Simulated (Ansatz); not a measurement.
## What a tighter setting buys: scf.convergence.dr2_threshold, TcPt (R-3m, 2 atoms in the cell)

```
CELL_PARAMETERS angstrom
      1.35108     0.78004     4.31678
     -1.35108     0.78004     4.31678
      0.00000    -1.56009     4.31678
ATOMIC_POSITIONS crystal
  Tc 0.00000 0.00000 0.00000
  Pt 0.50000 0.50000 0.50000
```

Method: r2SCAN, default PAW files made with PBE (plane waves; Ansatz, an electronic-structure program).

Base settings: kpoints.mp_grid.grid = 14 14 14; hamiltonian.xc = r2scan; hamiltonian.pseudopotentials = {kind: paw} (the program's default PAW files); scf.occupations.method = gaussian; scf.occupations.width = 0.05 eV.

Misses are taken against the tightest run, 1e-12 eV, which need not be fully converged itself. The energy is the free energy per atom.

The count of work is k-points × plane waves × bands × iterations; it is no time, and leaves out set-up, grids and terms that scale otherwise. 

The starting cell was generated: these elements placed on a structure prototype, without a prior relaxation; it need not be a known phase or ordering of this composition. Its lattice was rescaled by a random factor within 2.5 % of one. Spin polarisation is off. In the base run, with a pressure of about 25 GPa the cell is away from its equilibrium volume at this level. Ansatz's pressure includes its estimate of the finite-basis (Pulay) stress.

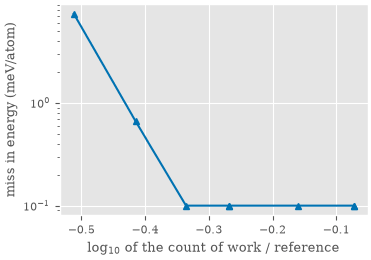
Miss against the count of work; the reference run is not drawn, and misses under 0.1 meV/atom are drawn there.

| scf.convergence.dr2_threshold | energy less reference (meV/atom) | pressure less reference (GPa) | count of work / reference |
|---|---|---|---|
| 0.1 eV | 7.35 | 0.60 | 0.31 |
| 0.01 eV | 0.66 | -0.13 | 0.38 |
| 0.001 eV | 0.04 | -0.03 | 0.46 |
| 0.0001 eV | 0.00 | 0.01 | 0.54 |
| 1e-05 eV | 0.00 | 0.01 | 0.54 |
| 1e-06 eV | 0.00 | 0.00 | 0.69 |
| 1e-08 eV | 0.00 | 0.00 | 0.85 |
| 1e-10 eV | 0.00 | 0.00 | 0.85 |
| 1e-12 eV | 0.00 | 0.00 | 1.0 |

Coarsest setting among those run that, with all tighter ones, holds the energy within 5 meV/atom of the reference: 0.01 eV, off by 0.66 meV/atom; it needs 0.38 of the reference's count of work.

Coarsest setting among those run that, with all tighter ones, holds the energy within 0.5 meV/atom of the reference: 0.001 eV, off by 0.04 meV/atom; its saving against the reference is no more than about a factor of 2 in the count of work.

The step from 0.1 eV to 1e-10 eV: it takes the miss in the energy from 7.3 to 0.00 meV/atom, for 2.8 times the count of work.

Keys are those of Ansatz 0.2.
